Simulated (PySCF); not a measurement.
C₄H₉AlClN

The calculation's input:

```
{"job": {"kind": "nmr", "xc": "PBE0", "basis": "pcSseg-1"}, "charge": 0, "multiplicity": 1}
C      3.272990    -0.305302    -0.127904
C      1.859641    -0.163504    -0.234618
N      0.722697    -0.050785    -0.322063
Al    -1.140467     0.078965     0.543544
C     -1.947158    -1.567897    -0.251549
C     -1.612646     1.926966    -0.056131
Cl    -0.515745    -0.096326     2.507061
H      3.537828    -0.386409     0.926470
H      3.766075     0.565645    -0.558873
H      3.594691    -1.203920    -0.653893
H     -2.002909    -1.522500    -1.341745
H     -2.972955    -1.728161     0.095975
H     -1.403700    -2.485754    -0.002333
H     -1.664707     2.018692    -1.143640
H     -2.593182     2.238116     0.318696
H     -0.908052     2.691118     0.289592
```

Command:

```sh
OMP_NUM_THREADS=1 python probes_run.py task.json out
```

Geometry: GFN2-xTB.

Method: PBE0/pcSseg-1, SCF density, gas phase, non-relativistic in PySCF 2.14.0.

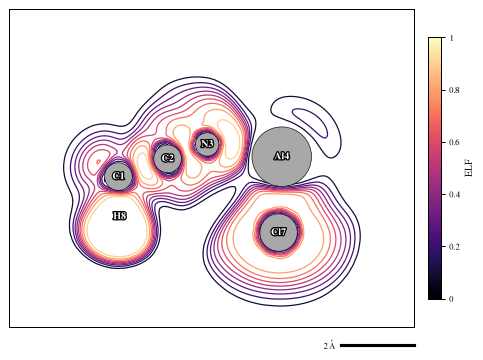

Figure 1. Electron localisation function on the plane of atoms N3, Al4 and Cl7. Grey discs cover the atomic cores.

What does the map show?

Atoms in the plane: C, N, Al, Cl and H. C–N (1.15 Å): the ELF peaks at about 0.90 between the atoms (a short, multiple covalent bond). C–C (1.42 Å): the ELF peaks at about 0.95 between the atoms; localised, covalent bonding. Al–N (2.06 Å): the ELF peaks at about 0.95 in the valence shell of N, 0.7 Å from its nucleus, and is about 0.60 at the midpoint. Al–Cl (2.07 Å): the ELF peaks at about 0.90 in the valence shell of Cl, 0.9 Å from its nucleus, and is about 0.85 at the midpoint. C–H (1.09 Å): the ELF climbs to about 1 towards the hydrogen, as it does in any bond to H: an ordinary covalent bond to hydrogen. The ELF also peaks beside Cl7, away from the bonds: lone-pair regions.

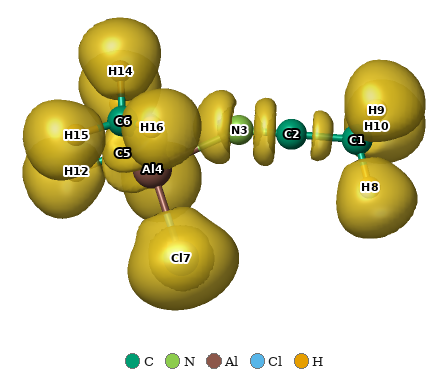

Figure 2. Isosurface of the electron localisation function at 0.8 (yellow), seen from one side. Only the valence region is drawn (cores and ρ < 0.01 e/Å³ removed).

What do the ELF domains correspond to?

The surface consists of two regions between bonded Al–C atoms (shared pairs), one region between bonded C–C atoms (shared pairs), one region between bonded C–N atoms (shared pairs), nine regions around hydrogen nuclei, one region on Cl in which the atom's valence shell and bonds are merged and one region wrapped around N (its valence shell).

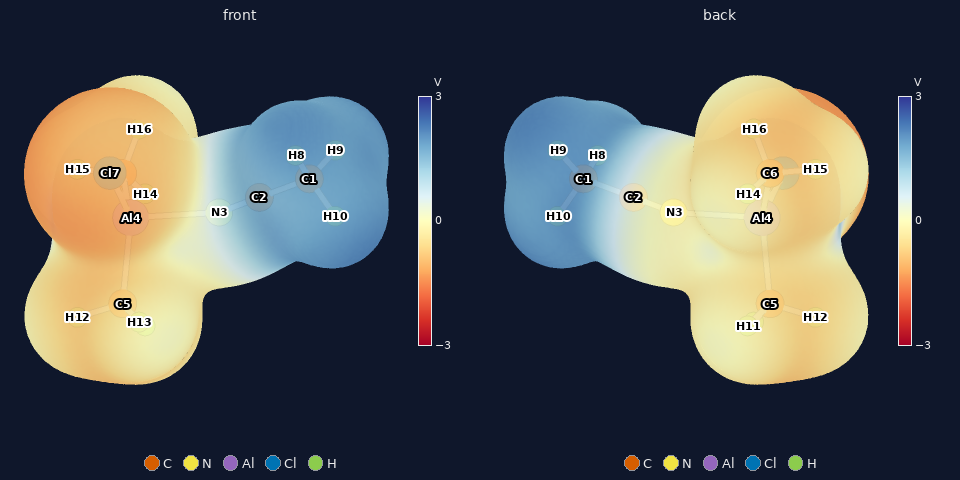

Figure 3. The molecular electrostatic potential painted on the density surface at 0.002 e/bohr³, seen from the front and from behind; the colour scale runs from red (negative) to blue (positive).

Describe the electrostatic potential map.

The most negative region (about −1.4 V) lies over Cl7, the most positive (about +2.2 V) over H9 and H10.

How polar is the molecule by this calculation?

Its dipole moment is 7.67 D.
